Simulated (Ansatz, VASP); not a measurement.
# Cross-check of TaSi between VASP and Ansatz, part 2 of 2

Wanted: the spread between two codes on one cell, functional and k mesh. The cell is invented: As first built, before any earlier steps moved the atoms (in the runner's words): it takes the TaC structure with some of its atoms replaced by other elements, volume scaled by an estimate. It may not be a known or stable phase. The cell is taken from a series of VASP runs on this material, whose earlier steps may have relaxed, scaled or displaced it; both programs get it as it stands. Valence electrons are named where the data sets of a main pair hold unlike numbers.

VASP 6.6.1 and Ansatz 0.2.0.

So far. Step 2 (VASP: band structure, PBE, spin-orbit coupling): The run ends at a pressure of -0.04 GPa.

## Step 5: VASP: band structure, r2SCAN, spin-orbit coupling

Level of this step: r2SCAN, spin-orbit coupling; plane waves and PAW (Ta_pv, Si); invented cell (VASP).

A single point gives forces, pressure and levels at one fixed geometry, so differences don't come from the geometry; what else differs is listed under the comparison.

INCAR reads:

```
SYSTEM = TaSi
PREC = Accurate
ENCUT = 400
EDIFF = 1E-06
NELM = 100
ISMEAR = 0
SIGMA = 0.02
LREAL = .FALSE.
ALGO = Normal
METAGGA = R2SCAN
LASPH = .TRUE.
LNONCOLLINEAR = .TRUE.
MAGMOM = 0 0 0 0 0 0
NBANDS = 26
GGA_COMPAT = .FALSE.
LSORBIT = .TRUE.
LMAXMIX = 4
LORBIT = 11
LWAVE = .FALSE.
LCHARG = .FALSE.
KPAR = 4
```

POSCAR reads:

```
TaSi
1.0
    0.0000000000      2.5749683672      2.5749683672
    2.5749683672      0.0000000000      2.5749683672
    2.5749683672      2.5749683672      0.0000000000
Ta Si
1 1
Direct
    0.0000000000      0.0000000000      0.0000000000
    0.5000000000      0.5000000000      0.5000000000
```

KPOINTS reads:

```
Automatic mesh
0
Gamma
6 6 6
0 0 0
```

KPOINTS_OPT reads:

```
Line mode
16
Line-mode
Reciprocal
  0.00000000   0.00000000   0.00000000 GAMMA
  0.50000000   0.00000000   0.50000000 X

  0.50000000   0.00000000   0.50000000 X
  0.50000000   0.25000000   0.75000000 W

  0.50000000   0.25000000   0.75000000 W
  0.37500000   0.37500000   0.75000000 K

  0.37500000   0.37500000   0.75000000 K
  0.00000000   0.00000000   0.00000000 GAMMA

  0.00000000   0.00000000   0.00000000 GAMMA
  0.50000000   0.50000000   0.50000000 L

  0.50000000   0.50000000   0.50000000 L
  0.62500000   0.25000000   0.62500000 U

  0.62500000   0.25000000   0.62500000 U
  0.50000000   0.25000000   0.75000000 W

  0.50000000   0.25000000   0.75000000 W
  0.50000000   0.50000000   0.50000000 L

  0.50000000   0.50000000   0.50000000 L
  0.37500000   0.37500000   0.75000000 K

  0.62500000   0.25000000   0.62500000 U
  0.50000000   0.00000000   0.50000000 X
```

Potentials, in the order of the species: Ta_pv and Si (PBE family, release 64).

Started as:

```console
mpirun -np 4 vasp_ncl
```

Numbers of over 12 decimals in the logs are rounded to 6 here.

Output:

```text
[banner, memory and clock lines left out]
running    4 mpi-ranks, on    1 nodes
[...]
|                                                                             |
|               ----> ADVICE to this user running VASP <----                  |
|                                                                             |
|     You enforced a specific xc type in the INCAR file but a different       |
|     [... a line on the potential file left out ...]
|     I HOPE YOU KNOW WHAT YOU ARE DOING!                                     |
|                                                                             |

 LDA part: xc-table for (None), standard interpolation
 POSCAR, INCAR and KPOINTS ok, starting setup
[...]
entering main loop
       N       E                     dE             d eps       ncg     rms          rms(c)
DAV:   1     0.526707042248E+02    0.52671E+02   -0.66909E+03   832   0.939E+02
DAV:   2    -0.590077927116E+02   -0.11168E+03   -0.10656E+03  1030   0.287E+02
[...]
DAV:  12    -0.581433972541E+02    0.85379E-06   -0.78566E-06   916   0.212E-02
   1 F= -.58143397E+02 E0= -.58143037E+02  d E =-.720116E-03  mag=    -0.0000    -0.0000     0.0000
 Start KPOINTS_OPT (optional k-point list driver)
k-point batch [1-16\160]
       N       E                     dE             ncg
DAV:   1    -0.523865124518E+03   -0.39312E+04      872
DAV:   2    -0.225529379464E+04   -0.17314E+04     1050
DAV:   3    -0.230482438152E+04   -0.49531E+02      938
DAV:   4    -0.230542532044E+04   -0.60094E+00      946
DAV:   5    -0.230543820567E+04   -0.12885E-01      956
DAV:   6    -0.230543880815E+04   -0.60248E-03     1072
DAV:   7    -0.230543881571E+04   -0.75588E-05      930
DAV:   8    -0.230543881586E+04   -0.15009E-06      560
[...]
k-point batch [145-160\160]
       N       E                     dE             ncg
DAV:   1    -0.519525477842E+03   -0.86407E+04      840
DAV:   2    -0.228628457988E+04   -0.17668E+04     1066
DAV:   3    -0.233562877819E+04   -0.49344E+02      922
DAV:   4    -0.233615304936E+04   -0.52427E+00      960
DAV:   5    -0.233616349057E+04   -0.10441E-01      936
DAV:   6    -0.233616393639E+04   -0.44582E-03     1092
DAV:   7    -0.233616394041E+04   -0.40259E-05      892
DAV:   8    -0.233616394052E+04   -0.10396E-06      550
```

Parts of OUTCAR (step 5):

```text
  Total       -0.4322936     -0.4322936     -0.4322936     -0.0000000      0.0000000      0.0000000
  in kB      -20.2835382    -20.2835382    -20.2835382     -0.0000000      0.0000000      0.0000000
  external PRESSURE =     -20.2835382 kB  Pullay stress =       0.0000000 kB

 POSITION                                       TOTAL-FORCE (eV/Angst)
 -----------------------------------------------------------------------------------
      0.00000      0.00000      0.00000        -0.000000      0.000000      0.000000
      2.57497      2.57497      2.57497         0.000000     -0.000000     -0.000000
 -----------------------------------------------------------------------------------
    total drift:                                0.000000     -0.000000     -0.000000

  FREE ENERGIE OF THE ION-ELECTRON SYSTEM (eV)
  ---------------------------------------------------
  free  energy   TOTEN  =       -58.1433972541 eV

  energy  without entropy=      -58.1426771383  energy(sigma->0) =      -58.14303720

 magnetization (x)
# of ion       s       p       d       tot
------------------------------------------
    1       -0.000  -0.000   0.000  -0.000
    2       -0.000   0.000   0.000  -0.000
--------------------------------------------------
tot         -0.000  -0.000   0.000  -0.000

 magnetization (y)
# of ion       s       p       d       tot
------------------------------------------
    1       -0.000  -0.000   0.000  -0.000
    2        0.000   0.000   0.000   0.000
--------------------------------------------------
tot         -0.000  -0.000   0.000  -0.000

 magnetization (z)
# of ion       s       p       d       tot
------------------------------------------
    1       -0.000   0.000   0.000  -0.000
    2       -0.000   0.000   0.000  -0.000
--------------------------------------------------
tot         -0.000   0.000   0.000  -0.000

[... 2 parts as in an earlier step ...]

[... 1 further part left out ...]
[key lines of the parts left out:]
E-fermi :   7.6118
```

At this level the cell is under a tension of 2.0 GPa, so at these settings it is away from equilibrium.

## Step 6: Ansatz: band structure, r2SCAN, spin-orbit coupling

The same cell, functional, mesh and smearing now go to Ansatz, which takes its cutoff from its data sets.

The cell is taken from a series of VASP runs on this material, whose earlier steps may have relaxed, scaled or displaced it; both programs get it as it stands.

input.yaml reads:

```yaml
crystal:
  lattice:
    - [0.0, 2.5749683672, 2.5749683672]
    - [2.5749683672, 0.0, 2.5749683672]
    - [2.5749683672, 2.5749683672, 0.0]
  atoms:
    - { symbol: Ta, position: [0.0, 0.0, 0.0] }
    - { symbol: Si, position: [0.5, 0.5, 0.5] }
hamiltonian:
  xc: r2scan
  pseudopotentials: { kind: paw_fr }
magnetization:
  noncollinear: true
  spin_orbit: true
kpoints:
  mp_grid: { grid: [6, 6, 6] }
  band_path:
    path:
      - [0.0, 0.0, 0.0]
      - [0.16667, 0.0, 0.16667]
      - [0.33333, 0.0, 0.33333]
      - [0.5, 0.0, 0.5]
      - [0.5, 0.08333, 0.58333]
      - [0.5, 0.18333, 0.68333]
      - [0.5, 0.25, 0.75]
      - [0.45, 0.3, 0.75]
      - [0.40833, 0.34167, 0.75]
      - [0.35, 0.35, 0.7]
      - [0.225, 0.225, 0.45]
      - [0.075, 0.075, 0.15]
      - [0.03333, 0.03333, 0.03333]
      - [0.23333, 0.23333, 0.23333]
      - [0.4, 0.4, 0.4]
      - [0.51667, 0.46667, 0.51667]
      - [0.55833, 0.38333, 0.55833]
      - [0.60833, 0.28333, 0.60833]
      - [0.60833, 0.25, 0.64167]
      - [0.55833, 0.25, 0.69167]
      - [0.51667, 0.25, 0.73333]
      - [0.5, 0.3, 0.7]
      - [0.5, 0.38333, 0.61667]
      - [0.5, 0.48333, 0.51667]
      - [0.475, 0.475, 0.55]
      - [0.425, 0.425, 0.65]
      - [0.38333, 0.38333, 0.73333]
      - [0.59167, 0.18333, 0.59167]
      - [0.55, 0.1, 0.55]
      - [0.5, 0.0, 0.5]
    npoints: 1
scf:
  occupations: { method: gaussian, width: 0.02 }
  n_extra_bands: 14
output:
  forces: true
  stress: true
  eigenvalues: true
```

Started as:

```console
ansatz run input.yaml --threads 2 --pin off --max-ram 4608MiB --backend cpu --events-out ev --progress --plain --runs-dir out
```

Output:

```text
[...]
Crystal: 2 atoms, lattice volume = 34.146 Å³
Basis set: ecut = 500 eV, 893 PW (Γ), exchange–correlation on 108×108×108 points (64 copies of the dense FFT grid, shifted against one another)
Bands: 31, of which v1, the nominal top of the filled ones, is band 17 counted from 1 (16 counted from 0)
[...]
k-point 1: bands = [... 13 lower, 12.4877, 12.7116, 12.7116, 13.9125, 13.9125, 14.0321, 14.0321, 16.5405, ... 10 higher]
  k-point 2: bands = [... 13 lower, 11.3427, 11.4878, 11.4878, 15.2426, 15.2426, 15.3617, 15.3617, 16.5992, ... 10 higher]
  k-point 15: bands = [... 13 lower, 10.7285, 11.2742, 11.2742, 15.3694, 15.3694, 15.8226, 15.8226, 16.9379, ... 10 higher]
[key lines of the parts left out:]
SCF converged after 7 iterations
Magnetization: |M| = 0.0000 μB,  M = (+0.0000, +0.0000, +0.0000) μB
Free energy (F): -10559.397355 eV
Fermi energy:    14.808552 eV
P = ⅓ Tr σ = -2.4519 GPa (-24.519 kbar)
```

It took 17 s on 2 threads of Arm Neoverse N1, shared host; peak memory 0.47 GiB; 32 s of CPU time.

## Step 7: Side by side

What differs besides the data sets and the points named for the pairs above, as far as they apply: VASP keeps PBE cores, Ansatz makes them for the functional; the data sets hold 17 valence electrons in Ansatz (on its fully relativistic PAW (standard-fr) files) and 15 in VASP; the cutoff is 500 eV in Ansatz and 400 eV in VASP. Total energies have different zeros and are not compared.

Compared:

```csv
quantity,Ansatz,VASP,difference
pressure (GPa),-2.45,-2.03,-0.42
```

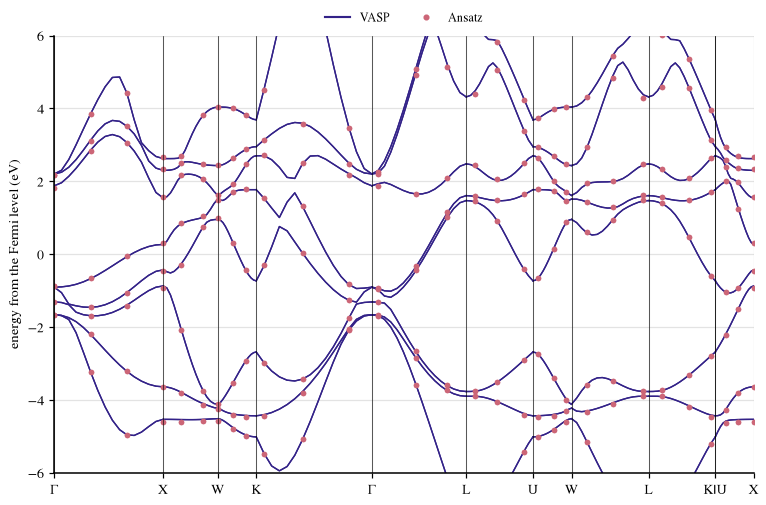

Bands from VASP (lines) and levels from Ansatz (dots). Dots without a line are higher empty bands that the VASP plot leaves out.

Levels from 3 eV below to 2 eV above the Fermi level differ by 20 meV r.m.s. and 58 meV at most; each VASP level is matched to the nearest of Ansatz, which flatters the figure a little.

## Step 8: Results

| Item | Value |
| --- | --- |
| r.m.s. difference of levels near the Fermi level (band structure, PBE, spin-orbit coupling) | 20 meV |
| r.m.s. difference of levels near the Fermi level (band structure, r2SCAN, spin-orbit coupling) | 20 meV |

The r.m.s. difference of levels near the Fermi level is 20 meV (band structure, r2SCAN, spin-orbit coupling), within the 80 meV picked in this series as the mark of a large difference. The data sets hold unlike numbers of valence electrons (17 in Ansatz and 15 in VASP), so part of the differences comes from the potentials. Such differences can come from data sets, numerical settings and the points named under the comparisons, not from the functional's error against experiment.

[Lines on the potential files, build, host, timing and source positions are cut from VASP's logs without a mark.]

[Logs are printed without paths, hosts, clocks, repeated set-up lines and the standing remarks that a program may print on its own settings, such as how far it seeks lower states.]

[Hosts, paths, dates, database ids (printed as entryN), source tags and the programs' standing remarks are cut or masked in the printed files.]
